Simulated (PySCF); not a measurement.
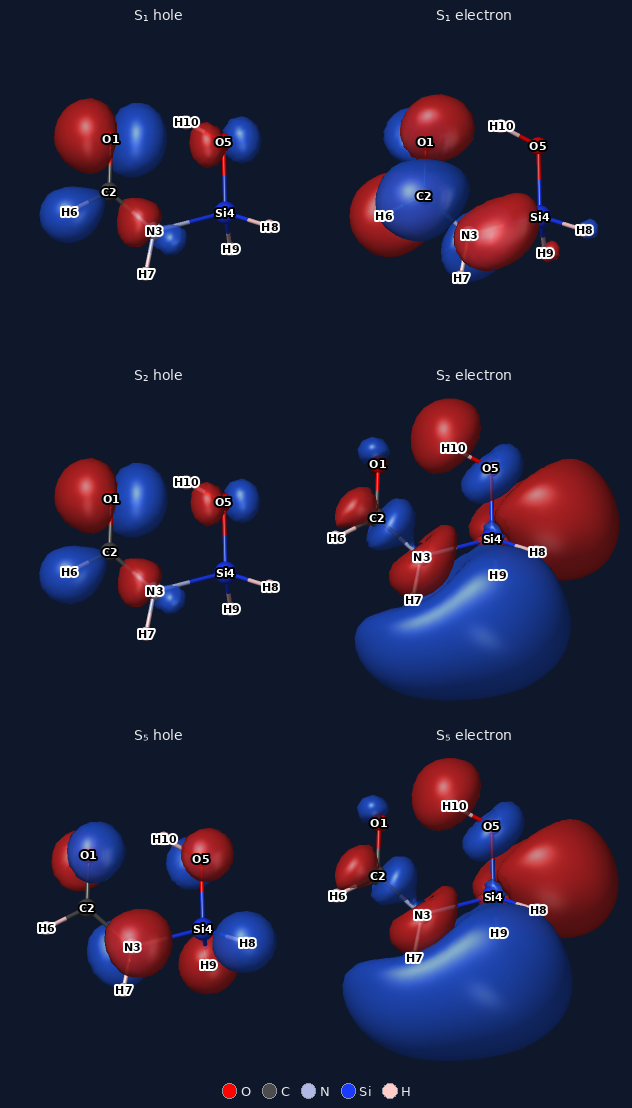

Figure 1: CH5NO2Si, SMILES `O=CN[SiH2]O`. Leading natural transition orbitals (TDA singlet states).

Computed with PySCF, PBE/def2-SVPD, geometry: GFN2-xTB. No frequency check shows the geometry to be a minimum.

The calculation's input:

```python
import numpy as np
from pyscf import gto, scf, dft, tdscf
from pyscf.scf import atom_ks, atom_hf
from scipy.linalg import block_diag

def solve(mol, dm0=None, hcore=None):
    mf = (dft.UKS if mol.spin else dft.RKS)(mol, xc='pbe')
    mf.grids.level = 3
    mf = mf.density_fit(auxbasis='def2-universal-jkfit')
    mf.conv_tol, mf.max_cycle = 1e-8, 80
    if hcore is not None:
        mf.get_hcore = lambda *args: hcore
    mf.kernel(dm0)
    if not mf.converged:
        mf = mf.newton().run(mf.mo_coeff, mf.mo_occ, max_cycle=30)
    assert mf.converged, 'SCF not converged'
    return mf

mol = gto.M(atom='''
O     -1.64126     0.87538     0.00227
C     -1.56907    -0.33507    -0.00078
N     -0.43222    -1.04378    -0.00153
Si     1.19946    -0.33449     0.00111
O      1.00812     1.25639    -0.00286
H     -2.48364    -0.95730    -0.00326
H     -0.53780    -2.04384    -0.00244
H      1.82525    -0.80012     1.23689
H      1.83021    -0.80476    -1.22654
H      0.07868     1.55170    -0.00011
''', basis='def2-svpd', charge=0, spin=0, verbose=4)
mf = solve(mol)
td = mf.TDA()
td.nstates, td.singlet, td.conv_tol = 6, True, 1e-5
td.kernel()
td.analyze()
x, y = np.array([p[0] for p in td.xy]), np.array([p[1] + 0 * p[0] for p in td.xy])
f, mu = td.oscillator_strength(), td.transition_dipole()
nto = [td.get_nto(state=i + 1, verbose=4) for i in range(len(td.e))]
# spherically averaged free atoms, for the promolecule
atm = atom_ks.get_atm_nrks(mol, xc='pbe')
pro = block_diag(*[(atm[a[0]][2] * atm[a[0]][3]) @ atm[a[0]][2].T for a in mol._atom])
np.savez('result.npz', e=td.e, f=f, ok=td.converged, w=[n[0] for n in nto], nto=[n[1] for n in nto], x=x, y=y, c=mf.mo_coeff, occ=mf.mo_occ, eps=mf.mo_energy, pro=pro, mu=mu)
```

Command:

```sh
OMP_NUM_THREADS=1 python input.py
```

The run took 3.5 min on 1 thread of Arm Neoverse V2, with other jobs on the host, peak memory 0.7 GiB.

Describe these excited states.

By state:
- S₁: 5.43 eV (228 nm), f = 0.001 (very weak); the leading pair carries 100 %; hole on O1 (62 %), C2 (10 %) and H6 (8 %), electron on C2 (42 %), O1 (25 %) and N3 (14 %); their centroids lie 0.7 Å apart.
- S₂: 5.80 eV (214 nm), f = 0.006, n → σ*, charge transfer, whose energy this functional puts too low; the leading pair carries 99 %; hole on O1 (62 %), C2 (11 %) and H6 (9 %), electron on Si4 (46 %), H7 (15 %) and H8 and H9 (9 % each); their centroids lie 3.1 Å apart.
- S₅: 6.27 eV (198 nm), f = 0.000 (dark), partly diffuse acceptor orbital; the leading pair carries 100 %; hole on N3 (27 %), O1 (22 %) and O5 (14 %), electron on Si4 (44 %), H7 (17 %) and H8 and H9 (9 % each) (atom shares of so diffuse an orbital are rough); their centroids lie 1.5 Å apart.
